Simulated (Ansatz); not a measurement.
Fluorite CoSi₂, treated with Hartree–Fock (Ansatz, a first-principles code, plane waves, PAW).

Numerical settings: plane-wave cutoff 460 eV, 10×10×10 k mesh, Fermi–Dirac smearing 0.05 eV, no spin polarisation, scalar-relativistic PAW data made under PBE.

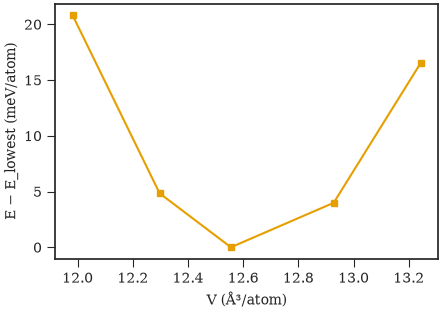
Fig. 1. Total energy against volume

Task: From the curve, estimate the equilibrium volume and the bulk modulus.

Result: V0 ≈ 12.6 Å³/atom and B0 ≈ 190 GPa; the fit gives V0 = 12.620 Å³/atom, B0 = 190 GPa, B′ = 4.4.

Measured, for comparison: equilibrium volume per atom 12.87 Å³/atom (room temperature, not corrected to a static lattice; as tabulated in Hegde and Bowen (2014), arXiv:1405.1317). Computed (rounded) less measured: equilibrium volume per atom -1.9 %. A static lattice is as a rule a little smaller and stiffer than an uncorrected measurement, which narrows the difference in the equilibrium volume per atom and would widen misses of the other sign.

Note: the run has no spin polarisation, so it can have missed a magnetic state.

Computed values are for the static lattice.

Computing time: about 28 core-minutes (a rough figure).
